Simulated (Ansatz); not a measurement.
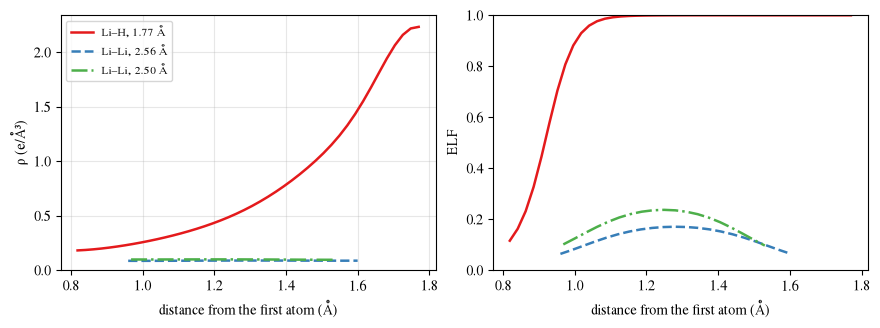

*H₈Li₇ (charge −1). Electron density and ELF along straight lines between neighbouring atoms. The curves leave out the atomic cores.*

Geometry: PBE0-D4/def2-TZVPD.

These are results of RKS PBE0-D4/def2-TZVPD (Ansatz 0.2.0), not measurements.

Input

```
crystal:
  periodic: [false, false, false]
  atoms:
    - {symbol: Li, position_ang: [0.333451, -0.491024, 0.016642]}
    - {symbol: Li, position_ang: [1.544095, 0.956357, -1.713446]}
    - {symbol: Li, position_ang: [0.113766, 0.102888, -3.575089]}
    - {symbol: Li, position_ang: [-1.343507, -0.978586, -1.855212]}
    - {symbol: Li, position_ang: [1.347987, 0.972756, 1.855314]}
    - {symbol: Li, position_ang: [-0.249039, 0.096475, 3.568169]}
    - {symbol: Li, position_ang: [-1.513359, -1.001967, 1.714776]}
    - {symbol: H, position_ang: [-1.882856, -0.596994, 3.397964]}
    - {symbol: H, position_ang: [0.528222, -0.646638, -1.804252]}
    - {symbol: H, position_ang: [-1.547860, -1.024099, -0.076224]}
    - {symbol: H, position_ang: [0.982986, 1.385132, 3.537783]}
    - {symbol: H, position_ang: [1.355726, 1.372997, -3.423580]}
    - {symbol: H, position_ang: [0.348294, -0.645234, 1.848124]}
    - {symbol: H, position_ang: [1.521005, 1.063780, 0.074698]}
    - {symbol: H, position_ang: [-1.538911, -0.565833, -3.565668]}
basis:
  gaussian: {orbitals: def2-TZVPD, initial_orbitals: start.molden}
total_charge: -1
hamiltonian: {xc: pbe0, dispersion: d4}
scf: {omitted_lower_state_checks: [starts]}
output: {orbitals: {seedname: orbitals}}
```

Launched as:

```sh
ansatz run in.yaml --threads 4 --pin off --events-out ev --progress --plain --max-ram 3916MiB
```

**Compare the contacts.**

Li–H (1.77 Å): ρ at the midpoint is about 0.2 e/Å³; the ELF climbs to about 1 towards the hydrogen.
Li–Li (2.56 Å): ρ is about 0.09 e/Å³ halfway; the ELF is about 0.15 at the midpoint.
Li–Li (2.50 Å): ρ is about 0.1 e/Å³ halfway; the ELF is about 0.25 at the midpoint.
